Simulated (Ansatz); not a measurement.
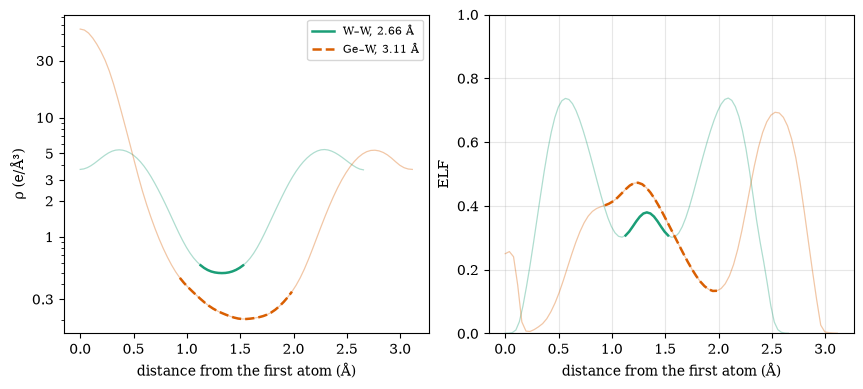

The picture shows: GeW$_{2}$. Valence electron density and electron localisation function along straight lines between neighbouring atoms. Thin, pale parts lie inside the atomic spheres.

Space group Fd-3m; a structure generated by program, which may or may not match a known phase.

Computed with DFT PBE, scalar-relativistic, plane waves, PAW (Ansatz).

Core electrons are frozen (PAW), and the valence fields are smoothed inside the atomic spheres.

```yaml
crystal:
  lattice:
    - [7.51048, 0.00000, 0.00000]
    - [0.00000, 7.51048, 0.00000]
    - [0.00000, 0.00000, 7.51048]
  atoms:
    - { symbol: Ge, position: [0.25000, 0.25000, 0.25000] }
    - { symbol: Ge, position: [0.75000, 0.75000, 0.25000] }
    - { symbol: Ge, position: [0.75000, 0.25000, 0.75000] }
    - { symbol: Ge, position: [0.25000, 0.75000, 0.75000] }
    - { symbol: Ge, position: [0.00000, 0.00000, 0.00000] }
    - { symbol: Ge, position: [0.50000, 0.50000, 0.00000] }
    - { symbol: Ge, position: [0.50000, 0.00000, 0.50000] }
    - { symbol: Ge, position: [0.00000, 0.50000, 0.50000] }
    - { symbol: W, position: [0.62500, 0.12500, 0.12500] }
    - { symbol: W, position: [0.12500, 0.62500, 0.12500] }
    - { symbol: W, position: [0.12500, 0.12500, 0.62500] }
    - { symbol: W, position: [0.62500, 0.62500, 0.62500] }
    - { symbol: W, position: [0.87500, 0.37500, 0.12500] }
    - { symbol: W, position: [0.37500, 0.87500, 0.12500] }
    - { symbol: W, position: [0.37500, 0.37500, 0.62500] }
    - { symbol: W, position: [0.87500, 0.87500, 0.62500] }
    - { symbol: W, position: [0.87500, 0.12500, 0.37500] }
    - { symbol: W, position: [0.37500, 0.62500, 0.37500] }
    - { symbol: W, position: [0.37500, 0.12500, 0.87500] }
    - { symbol: W, position: [0.87500, 0.62500, 0.87500] }
    - { symbol: W, position: [0.62500, 0.37500, 0.37500] }
    - { symbol: W, position: [0.12500, 0.87500, 0.37500] }
    - { symbol: W, position: [0.12500, 0.37500, 0.87500] }
    - { symbol: W, position: [0.62500, 0.87500, 0.87500] }
```

> Compare the contacts.

W–W (2.66 Å): the density is about 0.5 e/Å³ at the midpoint; the ELF is about 0.40 at the midpoint.
Ge–W (3.11 Å): ρ is about 0.2 e/Å³ halfway; the ELF is about 0.35 at the midpoint.
